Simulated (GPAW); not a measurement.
# Dielectric function and optical constants of GaCo, part 2 of 2

Aim: the dielectric function of GaCo, and the optical constants that follow from it.

GPAW 26.7.0; DFT, PBE, plane-wave PAW (GPAW data sets), scalar-relativistic, RPA, optical limit.

So far. Step 2 (Ground state): There are states at the Fermi level within the smearing, so the occupations stay smeared and the carriers get a Drude term.

### 4. Dielectric function, RPA

Transitions between filled and empty bands, summed over the zone, give the optical response, so mesh, band count and broadening shape it.

The induced potential is part of this response.

This step: DFT, PBE, plane-wave PAW (GPAW data sets), scalar-relativistic, RPA, optical limit (GPAW 26.7.0).

File df.py:

```python
from gpaw.response.df import DielectricFunction

df = DielectricFunction('full.gpw', frequencies={'type': 'nonlinear', 'domega0': 0.03, 'omega2': 8},
                        ecut=50,
                        eta=0.15,
                        nbands=26,
                        rate=0.05,
                        txt='df.txt')
for direction in ['x']:
    df.get_dielectric_function(xc='RPA', direction=direction, filename=f'df_{direction}.csv')
```

Launch:

```bash
OMP_NUM_THREADS=1 python df.py
```

Numbers of over 12 decimals in the logs are rounded to 6 here.

Output:

```text
Using integrator: PointIntegrator
NonLinearFrequencyDescriptor(from 0.000 to 49.084 eV, 463 points)
Nonperiodic BCs:  [False False False]
Using integrator: PointIntegrator
NonLinearFrequencyDescriptor(from 0.000 to 49.084 eV, 463 points)
Nonperiodic BCs:  [False False False]
Using integrator: PointIntegrator

Calculating chi0 body with:
    Ground state adapter containing:
    Number of spins: 1
    Number of kpoints: 3375
    Number of irreducible kpoints: 120
    Number of completely occupied states: 3
    Number of partially occupied states: 7

    Linear response parametrization:
    q_c: [0.0, 0.0, 0.0]
    Number of frequency points: 463
    Planewave cutoff: 50.0
    Number of bands: 26
    Number of planewaves: 19
    Broadening (eta): 0.15

Integrating chi0 body.

Symmetries of q_c:
    Direct symmetries (Uq -> q): 48
    Indirect symmetries (TUq -> q): 0
In total 48 allowed symmetries.

120 groups of equivalent kpoints. 96.444444% reduction.

Integral kind: spectral function

Calculating chi0 optical extensions with:
    Ground state adapter containing:
    Number of spins: 1
    Number of kpoints: 3375
    Number of irreducible kpoints: 120
    Number of completely occupied states: 3
    Number of partially occupied states: 7

    Linear response parametrization:
    Number of frequency points: 463
    Planewave cutoff: 50.0
    Number of bands: 26
    Number of planewaves: 19
    Broadening (eta): 0.15
Integrating chi0 head and wings.

Symmetries of q_c:
    Direct symmetries (Uq -> q): 48
    Indirect symmetries (TUq -> q): 0
In total 48 allowed symmetries.

120 groups of equivalent kpoints. 96.444444% reduction.

Integral kind: spectral function wings

Calculating drude chi0 with:
    Number of frequency points:463
    Plasma frequency decay rate: 0.05 eV

    Ground state adapter containing:
    Number of spins: 1
    Number of kpoints: 3375
    Number of irreducible kpoints: 120
    Number of completely occupied states: 3
    Number of partially occupied states: 7

Symmetries of q_c:
    Direct symmetries (Uq -> q): 48
    Indirect symmetries (TUq -> q): 0
In total 48 allowed symmetries.

120 groups of equivalent kpoints. 96.444444% reduction.

Integral kind: intraband
Plasma frequency:
[[3.97+0.j 0.  -0.j 0.  +0.j]
 [0.  +0.j 3.97+0.j 0.  +0.j]
 [0.  +0.j 0.  +0.j 3.97+0.j]]
```

Wall time 7 s (1 thread of Arm Neoverse V1, shared host); peak memory 0.22 GiB.

Some rows of df_x.csv (energy; Re and Im without local fields; Re and Im with them):

```text
0.000000, 6324.186947, 0.000000, 6324.013907, 0.000000
0.429336, -45.808736, 28.703250, -45.984651, 28.692284
0.878195, -0.785183, 27.817789, -0.984029, 27.821451
1.347938, -0.189153, 18.578321, -0.378408, 18.459926
1.840057, 0.436167, 14.283024, 0.314428, 14.121099
2.356191, 0.344187, 10.195868, 0.314743, 10.114259
2.898142, 2.581365, 6.463214, 2.484344, 6.425650
3.467895, 4.961975, 5.488400, 4.823864, 5.431723
4.067647, 8.371926, 5.825224, 8.176249, 5.741459
4.699832, 7.692861, 14.429430, 7.435415, 14.112765
5.367152, 5.063641, 9.482048, 4.819761, 9.054864
6.072622, -4.380180, 16.002052, -3.430401, 16.261905
6.819608, -5.189266, 10.185648, -5.018936, 10.423529
7.611886, -3.912301, 5.858031, -3.941904, 5.878134
8.453705, -4.413092, 4.041488, -4.368694, 4.127692
9.349861, -3.022334, 2.544979, -3.025991, 2.563852
10.305790, -2.422244, 1.866176, -2.429662, 1.889734
11.327680, -1.377797, 1.309601, -1.381296, 1.317194
12.422601, -1.002512, 1.120388, -1.010285, 1.120637
13.598673, -0.651091, 1.171045, -0.652768, 1.175066
```

The Im ε, E ∥ x has structure finer than the step of the table below, so its rows give means over 1 eV, whole bins alone (the curve runs from 0.305 to 14.0 eV). Peaks (eV: height): 0.8: 29.7, 4.7: 14.4, 5.9: 18.8.

Sum at mesh points, not converged in k. Im ε, E ∥ x against photon energy; means over each step:

| photon energy (eV) | Im ε, E ∥ x |
| --- | --- |
| 1 | 24.0 |
| 2 | 13.0 |
| 3 | 6.42 |
| 4 | 6.43 |
| 5 | 11.7 |
| 6 | 14.7 |
| 7 | 8.60 |
| 8 | 5.32 |
| 9 | 3.05 |
| 10 | 2.20 |
| 11 | 1.45 |
| 12 | 1.27 |
| 13 | 1.15 |

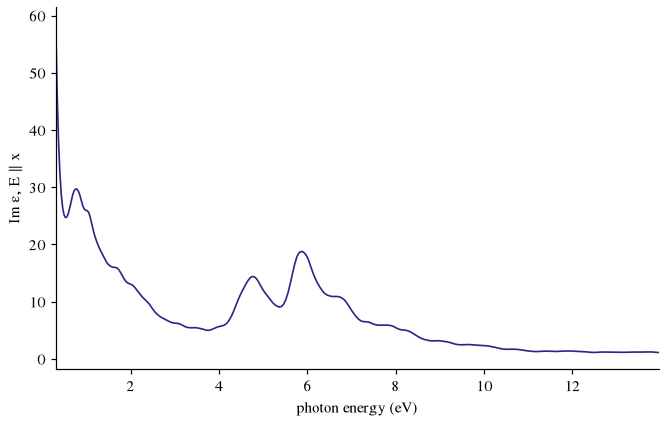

Im ε, E ∥ x, plotted against photon energy.

Values under 1 per cm are given as 1; sum at mesh points, not converged in k. Absorption coefficient, E ∥ x against photon energy:

| photon energy (eV) | absorption coefficient, E ∥ x (1/cm) |
| --- | --- |
| 1.01 | 3.7e5 |
| 1.99 | 5.0e5 |
| 3.02 | 4.2e5 |
| 3.98 | 3.9e5 |
| 4.98 | 1.1e6 |
| 6.02 | 1.9e6 |
| 6.99 | 2.0e6 |
| 8.03 | 1.9e6 |
| 9.02 | 1.8e6 |
| 10.03 | 1.7e6 |
| 11.03 | 1.6e6 |
| 12.02 | 1.5e6 |
| 13.00 | 1.4e6 |

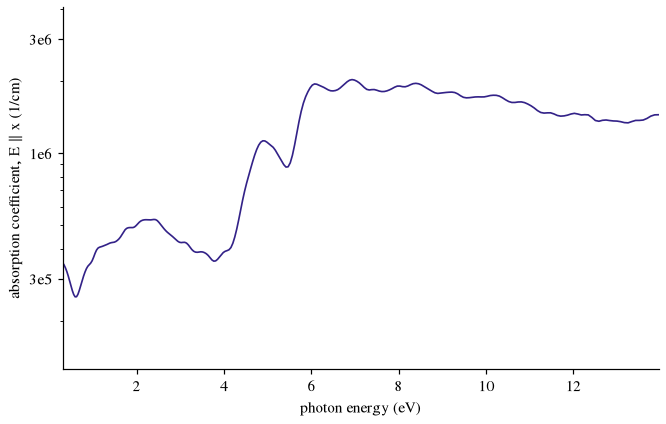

Absorption coefficient, E ∥ x, plotted against photon energy.

The reflectivity at normal incidence, E ∥ x has structure finer than the step of the table below, so its rows give means over 1 eV, whole bins alone (the curve runs from 0.305 to 14.0 eV). Peaks (eV: height): 4.8: 43.5, 7.0: 58.4, 8.6: 59.6.

Sum at mesh points, not converged in k. Table of reflectivity at normal incidence, E ∥ x by photon energy; means over each step:

| photon energy (eV) | reflectivity at normal incidence, E ∥ x (%) |
| --- | --- |
| 1 | 58.2 |
| 2 | 45.5 |
| 3 | 29.3 |
| 4 | 29.7 |
| 5 | 39.6 |
| 6 | 50.1 |
| 7 | 55.2 |
| 8 | 54.5 |
| 9 | 56.6 |
| 10 | 53.9 |
| 11 | 52.0 |
| 12 | 43.2 |
| 13 | 36.2 |

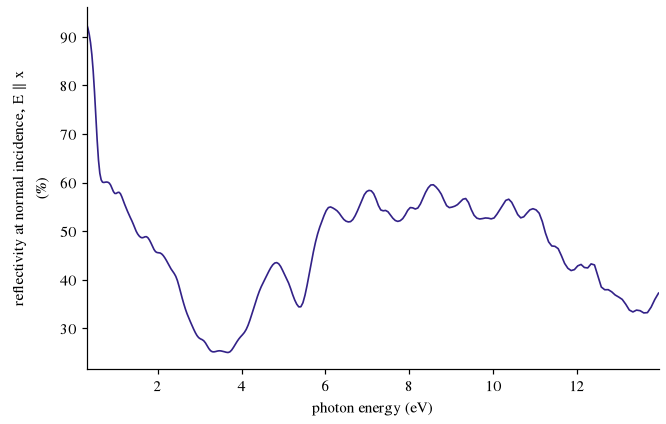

Reflectivity at normal incidence, E ∥ x, plotted against photon energy.

The Im ε, E ∥ x has structure finer than the step of the table below, so its rows give means over 1 eV, whole bins alone (the curve runs from 0.305 to 14.0 eV). Peaks (eV: height): without local fields 0.8: 29.7, 4.8: 14.7, 5.8: 19.5; with local fields 0.8: 29.7, 4.7: 14.4, 5.9: 18.8.

Sum at mesh points, not converged in k. Table of Im ε, E ∥ x by photon energy; means over each step:

| photon energy (eV) | without local fields | with local fields |
| --- | --- | --- |
| 1 | 24.1 | 24.0 |
| 2 | 13.1 | 13.0 |
| 3 | 6.46 | 6.42 |
| 4 | 6.52 | 6.43 |
| 5 | 12.1 | 11.7 |
| 6 | 15.0 | 14.7 |
| 7 | 8.42 | 8.60 |
| 8 | 5.29 | 5.32 |
| 9 | 3.01 | 3.05 |
| 10 | 2.18 | 2.20 |
| 11 | 1.44 | 1.45 |
| 12 | 1.27 | 1.27 |
| 13 | 1.15 | 1.15 |

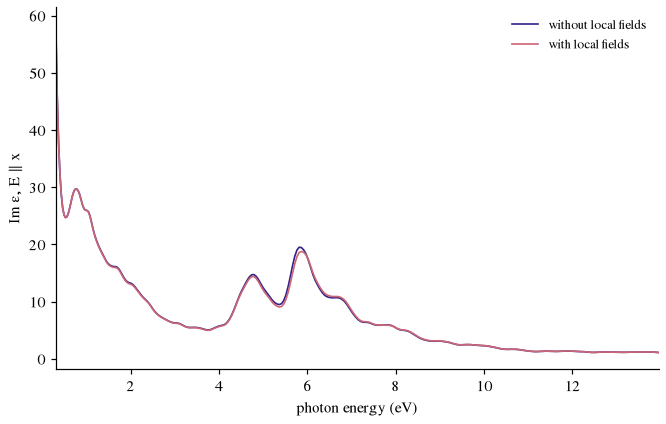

Im ε, E ∥ x against photon energy.

Sum at mesh points, not converged in k. Loss function −Im 1/ε at q → 0, E ∥ x against energy loss; read off at these points:

| energy loss (eV) | loss function −Im 1/ε at q → 0, E ∥ x |
| --- | --- |
| 0.50 | 0.0204 |
| 1.00 | 0.0386 |
| 1.50 | 0.0607 |
| 2.00 | 0.0764 |
| 2.50 | 0.115 |
| 2.86 | 0.136 |
| 3.00 | 0.130 |
| 3.50 | 0.101 |
| 4.00 | 0.0614 |
| 4.50 | 0.0489 |
| 5.00 | 0.0789 |
| 5.50 | 0.0659 |
| 6.00 | 0.0558 |
| 6.50 | 0.0816 |
| 7.00 | 0.0799 |
| 7.50 | 0.111 |
| 8.00 | 0.115 |
| 8.50 | 0.116 |
| 9.00 | 0.156 |
| 9.50 | 0.186 |
| 10.00 | 0.204 |
| 10.50 | 0.229 |
| 11.00 | 0.267 |
| 11.50 | 0.377 |
| 12.00 | 0.431 |
| 12.50 | 0.537 |
| 13.00 | 0.604 |
| 13.25 | 0.652 |
| 13.50 | 0.646 |

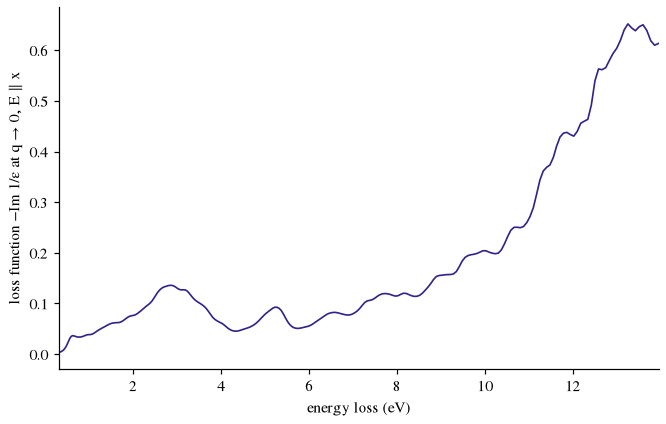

Loss function −Im 1/ε at q → 0, E ∥ x, plotted against energy loss.

Optical constants at common wavelengths, from n + ik = √ε:

| wavelength (nm) | n | k | R (%) | 1/α |
| --- | --- | --- | --- | --- |
| 800 | 2.93 | 2.754 | 49.1 | 23 nm |
| 633 | 2.64 | 2.493 | 45.7 | 20 nm |
| 450 | 2.12 | 1.646 | 31.9 | 22 nm |
| 365 | 2.42 | 1.123 | 25.3 | 26 nm |
| 308 | 2.97 | 0.956 | 28.7 | 26 nm |
| 248 | 2.75 | 2.184 | 41.6 | 9.0 nm |
| 193 | 2.00 | 2.810 | 52.6 | 5.5 nm |

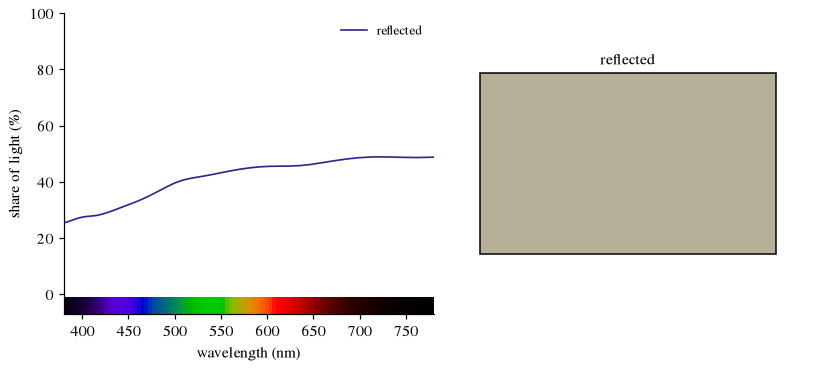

Light reflected across the visible range, with the colour that it makes of daylight (sRGB).

In reflection the computed colour is faintly yellow: x = 0.339, y = 0.362, luminous reflectivity 43 %.

### 5. Outcome

**Reading.** At this level (PBE, RPA) GaCo is a metal. The mesh is too coarse to trust the carriers' weight, the reflectivity or the colour to better than tens of per cent. In reflection the computed colour is faintly yellow: x = 0.339, y = 0.362, luminous reflectivity 43 %. The carriers' damping of 0.05 eV is typed, not computed; it shapes the response at the lowest energies. The run has no spin polarisation; magnetic order or correlation, untested here, could change the spectrum. In this version of GPAW the matrix elements of the optical limit are incomplete, which can lower ε − 1 by up to a tenth where first-row anions or d states rule, and shift it by more in d metals. GPAW's carrier term has the form −ωp²/(ω + i·rate)², which damps like twice the rate and fails at low energy, so the curves leave the lowest energies out. The sum runs over mesh points 0.15 Å⁻¹ apart with no interpolation, so peaks are partly noise of the mesh, and the Drude plasma energy, a sum over the Fermi surface, isn't converged.

[Machine, clock and banner lines and Python warnings are left out of the logs.]

[Logs are printed without paths, hosts, clocks, repeated set-up lines and the standing remarks that a program may print on its own settings, such as how far it seeks lower states.]

[Hosts, paths, dates, database ids (printed as entryN), source tags and the programs' standing remarks are cut or masked in the printed files.]
